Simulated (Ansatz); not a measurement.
## Na (bcc, W type): energy against volume

Na (bcc, W type)

```
Na
1.0
   -2.09826     2.09826     2.09826
    2.09826    -2.09826     2.09826
    2.09826     2.09826    -2.09826
Na
1
Direct
  0.00000   0.00000   0.00000
```

This relaxed cell (volume V₀) is scaled evenly in all directions, its shape held. Symmetry pins the atoms to their sites.

Calculation: PBE (plane waves to 420 eV, PAW, scalar-relativistic; Ansatz, a first-principles code). k mesh 16×16×16 (Γ-centred), Fermi-Dirac smearing 0.05 eV. Energies are smeared free energies. Na was relaxed with its symmetry unable to fall. The zero of ΔE is the relaxed starting cell.

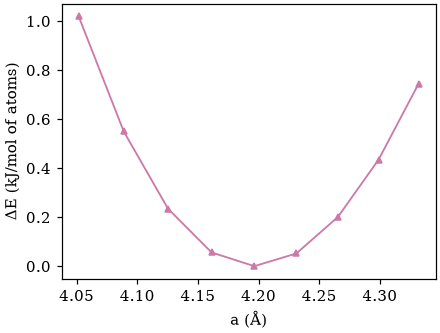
Figure. ΔE (kJ/mol of atoms) against a (Å); one marker a computed point.

The energy cost of the largest compression comes out as 11 meV/atom, the pressure for 5 % compression (fit) is 0.4 GPa and the pressure at the smallest volume comes out as 1.0 GPa. The energy cost of the largest expansion comes out as 8 meV/atom and the bulk modulus B₀ (third-order Birch-Murnaghan fit) comes out as 7.8 GPa.

P = (3B₀/2)(x⁷ − x⁵)[1 + ¾(B₀′ − 4)(x² − 1)] with x = (1/0.95)^(1/3), B₀ = 7.8 GPa and B₀′ = 3.70.

(Under strain, the slope of the energy per volume gives the stress and its curvature an elastic modulus.)
